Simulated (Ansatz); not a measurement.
System: HCl···CH$_{4}$O.

```yaml
atoms:
  - { symbol: Cl, position_ang: [-0.6729, 0.8477, -2.6244] }
  - { symbol: H, position_ang: [-0.4833, 0.0822, -1.5743] }
  - { symbol: C, position_ang: [0.1320, 0.1227, 0.9332] }
  - { symbol: O, position_ang: [-0.1397, -0.7925, -0.1181] }
  - { symbol: H, position_ang: [-0.7401, 0.7692, 1.0202] }
  - { symbol: H, position_ang: [1.0073, 0.7424, 0.7163] }
  - { symbol: H, position_ang: [0.2789, -0.3998, 1.8827] }
  - { symbol: H, position_ang: [0.6177, -1.3718, -0.2356] }
```

Geometry: PBE0-D4/def2-TZVP.

Computed with RKS PBE0-D4/def2-TZVPPD in Ansatz 0.2.0.

Question: What will maps of the electron density and electron localisation function show?

Answer: O4···H2 (1.73 Å): the density falls to about 0.31 e/Å³ on the way; the ELF dips to about 0.20 between them.
C–O (1.42 Å): ρ is about 2 e/Å³ halfway, with its minimum of 1.7 e/Å³ about 0.5 Å from C; the ELF peaks at about 0.85 between the atoms, as expected for a polar covalent bond.
C–H (1.09 Å): the density is about 2.1 e/Å³ at the midpoint; the ELF climbs to about 1 towards the hydrogen, as it does in any bond to H (an ordinary covalent bond to hydrogen).
Cl–H (1.31 Å): ρ at the midpoint is about 1.9 e/Å³; the ELF climbs to about 1 towards the hydrogen.

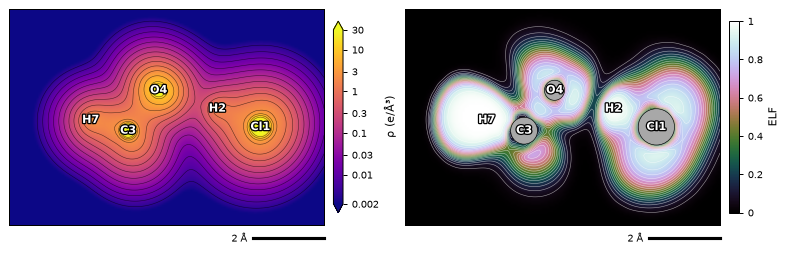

Computed electron density and electron localisation function on the plane of atoms O4, C3 and H7, in this order. Grey discs cover the atomic cores in the ELF map. 
